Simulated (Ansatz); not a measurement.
**C3F6 (SMILES FC(F)=C(F)C(F)(F)F): density, localisation and related maps**

Input file:

```
crystal:
  periodic: [false, false, false]
  atoms:
    - {symbol: C, position_ang: [-2.890721, -2.004153, 0.474593]}
    - {symbol: C, position_ang: [-2.068778, -0.963457, 0.319391]}
    - {symbol: C, position_ang: [-0.731988, -0.763725, 0.967159]}
    - {symbol: F, position_ang: [-2.658833, -3.036068, 1.230126]}
    - {symbol: F, position_ang: [-4.036995, -2.083702, -0.136064]}
    - {symbol: F, position_ang: [-2.423755, 0.032189, -0.484375]}
    - {symbol: F, position_ang: [-0.729633, 0.352711, 1.693990]}
    - {symbol: F, position_ang: [-0.415284, -1.781428, 1.758546]}
    - {symbol: F, position_ang: [0.218250, -0.636601, 0.042217]}
basis:
  gaussian: {orbitals: def2-SVPD}
hamiltonian: {xc: pbe0}
output: {forces: true, orbitals: {seedname: orbitals}}
```

Command:

```sh
ansatz run input.yaml --threads 2 --pin off --max-ram 6090MiB --events-out events.jsonl --progress --plain --runs-dir runs
```

Geometry: PBE0-D4/def2-SVP.

The calculation used Ansatz, isolated molecule in a Gaussian basis; Kohn-Sham density functional theory, functional PBE0.

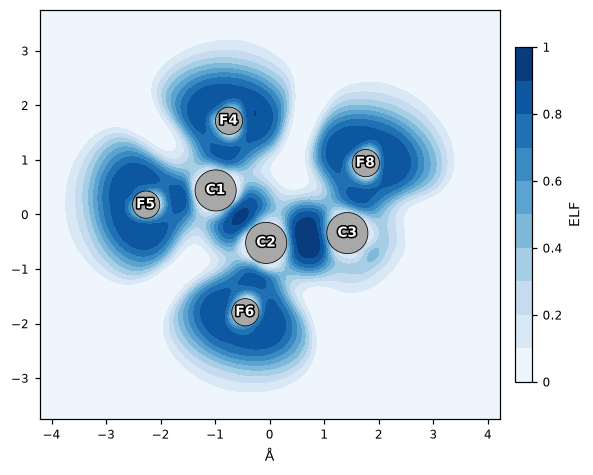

Figure 1. ELF on the plane of atoms F4, C1 and F5. Grey discs cover the atomic cores.

What do the fields say about this system?

Atoms in the plane: C and F. C–F (1.30 Å): the ELF peaks at about 0.85 between the atoms: a shared but strongly polarised pair. C–C (1.34 Å): the ELF peaks at about 0.95 between the atoms (a short, multiple covalent bond). C–C (1.50 Å): the ELF peaks at about 1 between the atoms; localised, covalent bonding. The ELF also peaks beside F6, F5, F8 and F4, away from the bonds: lone-pair regions.

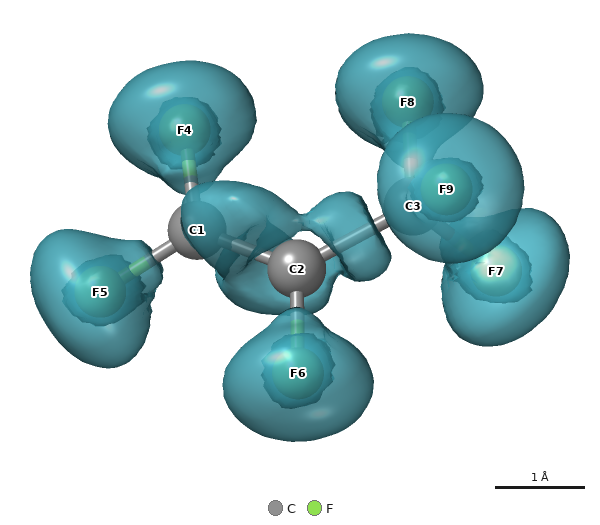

Figure 2. Isosurface of the electron localisation function at 0.75 (cyan), seen at an oblique angle. Only the valence region is drawn (cores and ρ < 0.01 e/Å³ removed).

Where are the electrons localised?

The surface consists of one region between bonded C–C atoms (shared pairs) and six regions on F in which the atom's valence shell and bonds are merged.

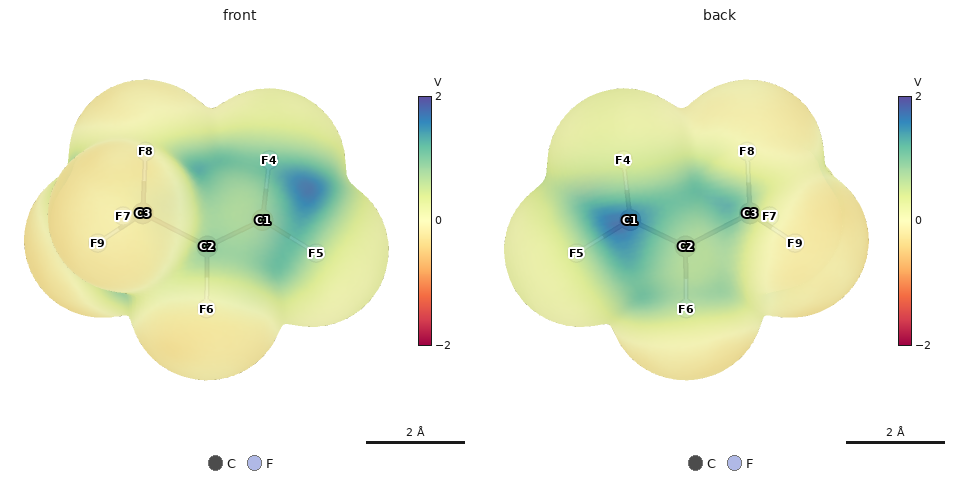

Figure 3. The electrostatic potential painted on the density surface at 0.002 e/bohr³, seen from the front and from behind; the colour scale runs from red (negative) to blue (positive).

Where is the surface potential most negative and most positive?

The most negative region (about −0.3 V) lies over F6, F7 and F9, the most positive (about +1.7 V) over the π face of C1.

What dipole moment does the calculation give?

Its dipole moment is 1.06 D.

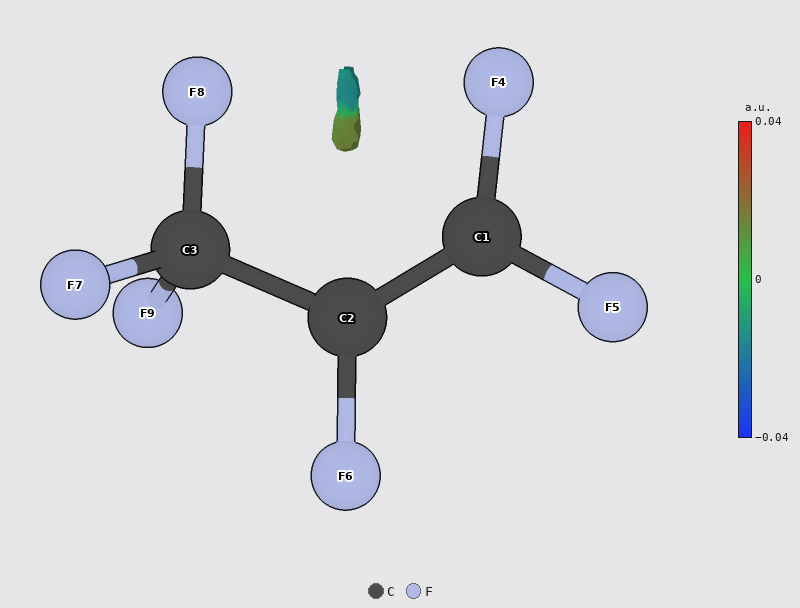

Figure 4. Non-covalent interaction (NCI) plot: the surface where the reduced density gradient is 0.4, for densities under 0.05 a.u., coloured by sign(λ₂)ρ; seen at a tilt.

Identify the weak interactions.

Between F4 and C1 on one side and F8 and C3 on the other: a weak contact, attractive (blue-green) on one side and crowded (olive to red) on the other.
